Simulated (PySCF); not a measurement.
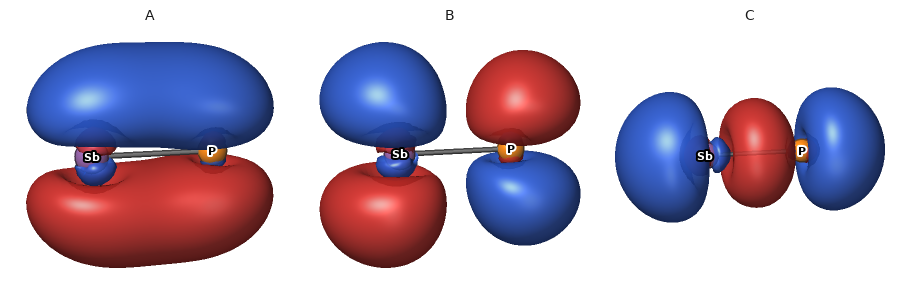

Figure 1: SbP. Three frontier orbitals, each drawn at the value that holds 80 % of its norm (blue and red are the two phases), in no order; of a degenerate pair one member is drawn.

Computed with PBE0/x2c-TZVPPall, spin-free X2C-1e, Gaussian nucleus, at a bond length of 2.187 Å in PySCF 2.14.0.

### Name the orbitals and rank them from lowest to highest energy.

Orbital C: σ, occupied, −7.52 eV; shared between the atoms (Sb 50 %, P 50 %).
Orbital A: π, occupied, −7.15 eV; bonding, with no node between the atoms.
Orbital B: π, empty, −2.69 eV; antibonding, with a node between the atoms.
